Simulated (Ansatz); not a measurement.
**Si$_{3}$ (triplet): density, localisation and related maps**

Input

```
crystal:
  periodic: [false, false, false]
  atoms:
    - {symbol: Si, position_ang: [1.036738, 0.009395, 0.823843]}
    - {symbol: Si, position_ang: [-0.454827, 1.135230, -0.504884]}
    - {symbol: Si, position_ang: [-0.581911, -1.144625, -0.318959]}
basis:
  gaussian: {orbitals: def2-TZVP, initial_orbitals: start.molden}
magnetization: {spin_polarized: true, initial_magnetization: 2}
hamiltonian: {xc: pbe0, dispersion: d4}
output: {orbitals: {seedname: orbitals}}
```

Run with:

```sh
ansatz run in.yaml --threads 2 --pin off --events-out ev --progress --plain --max-ram 4352MiB
```

Geometry: PBE-D4/def2-TZVP.

Level of theory: UKS PBE0-D4/def2-TZVP in Ansatz 0.2.0.

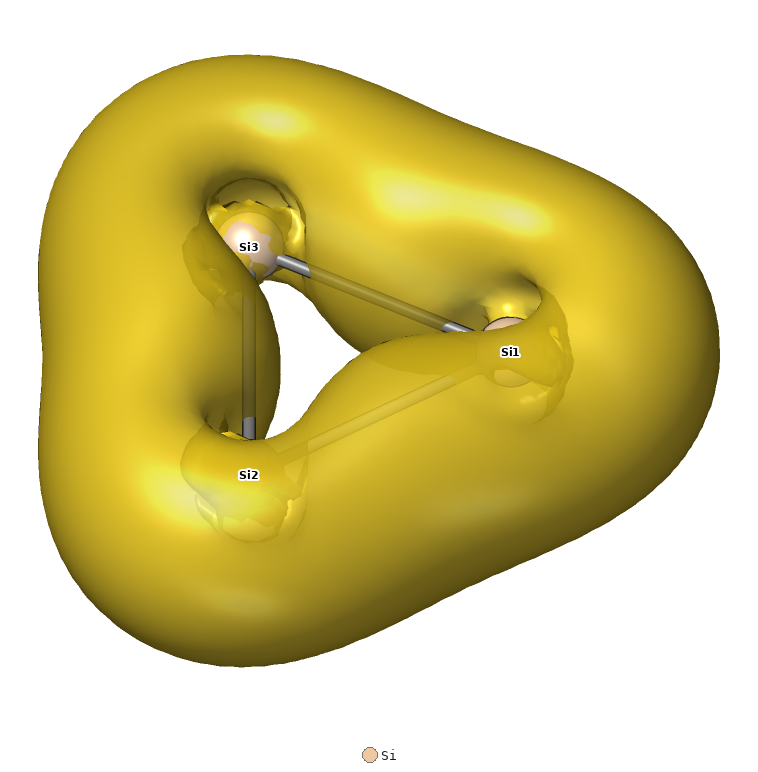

Figure 1. Isosurface of the spin density at +0.02 e/Å³ (yellow), seen at an oblique angle.

> Which atoms carry the spin?

The unpaired spin (2 electrons) lies mostly on Si1 (about 0.7), Si2 (about 0.7) and Si3 (about 0.7), in electrons by Hirshfeld's partition.

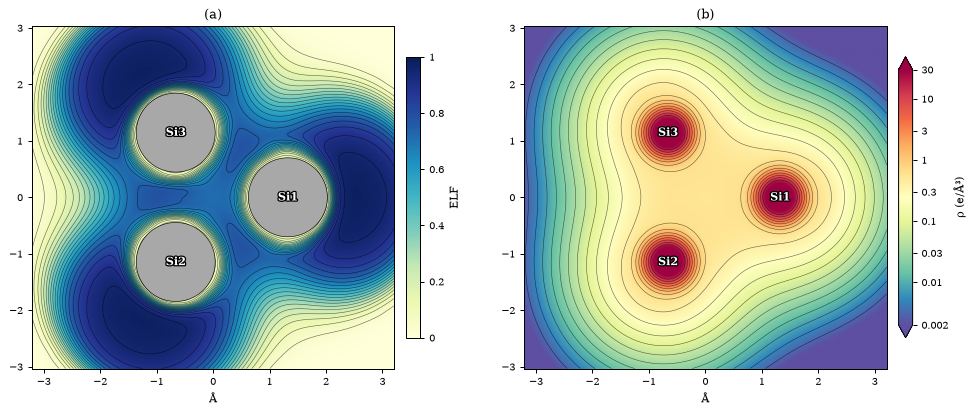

Figure 2. (a) electron localisation function; (b) total electron density on the molecular plane. Grey discs cover the atomic cores in the ELF map.

> What does the map show?

- The plane passes through Si nuclei.
- Si–Si (2.29 Å): the density is about 0.54 e/Å³ at the midpoint; the ELF peaks at about 0.75 between the atoms: a covalent bond.
- The ELF also peaks beside Si2, Si1 and Si3, away from the bonds: non-bonding electrons, paired or unpaired.

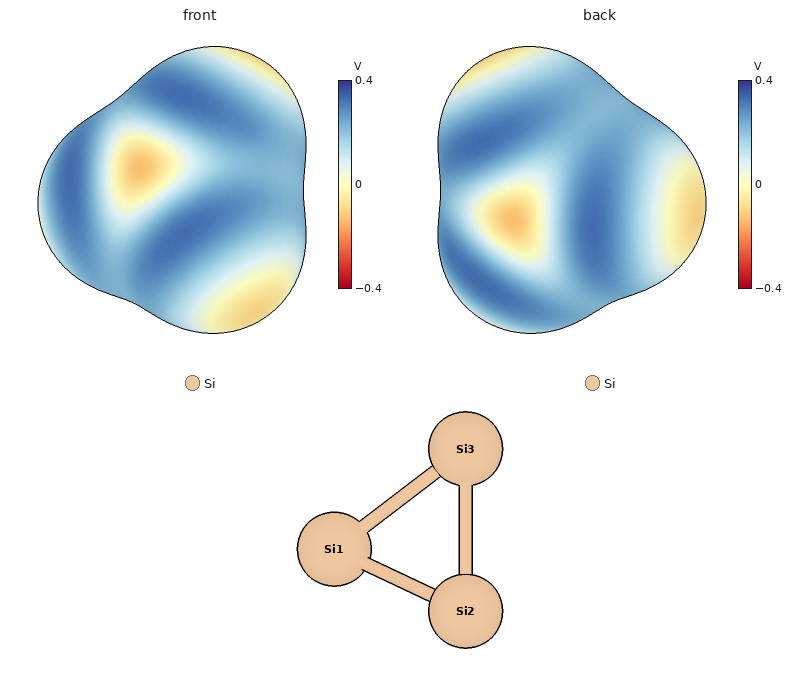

Figure 3. The electrostatic potential painted on the density surface at 0.001 e/bohr³, seen from the front and from behind; red is negative and blue positive. The bare structure is drawn below in the same view.

> Describe the electrostatic potential map.

The surface potential is weak everywhere (between −0.1 and +0.3 V): the molecule has no strongly electron-rich or electron-poor site.
